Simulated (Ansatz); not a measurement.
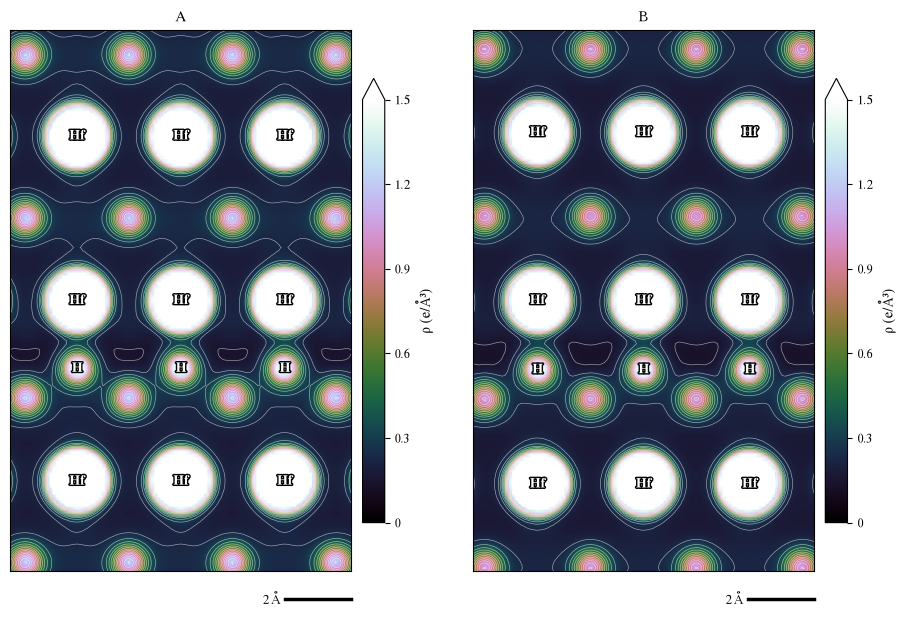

Hf3H. The valence electron density of two cells that differ in size, on the (100) plane of each (indices in the axes of the calculation cell), at one length scale and on one colour scale; one has 16.5 and the other 17.5 Å³ an atom.

Method: Ansatz, DFT PBE, scalar-relativistic, plane waves, PAW.

Core electrons are frozen (PAW), and the valence fields are smoothed inside the atomic spheres.

### Which panel shows the smaller cell, and what does the compression change?

Panel A is the smaller cell, by 6 % in volume. From the larger cell to the smaller, Hf–Hf goes from 3.21 to 3.14 Å, and the density at its midpoint from 0.19 to 0.21 e/Å³; Hf–H goes from 2.09 to 2.05 Å, and the density at its midpoint from 0.56 to 0.64 e/Å³; the pressure goes from 0.0 to 8 GPa.
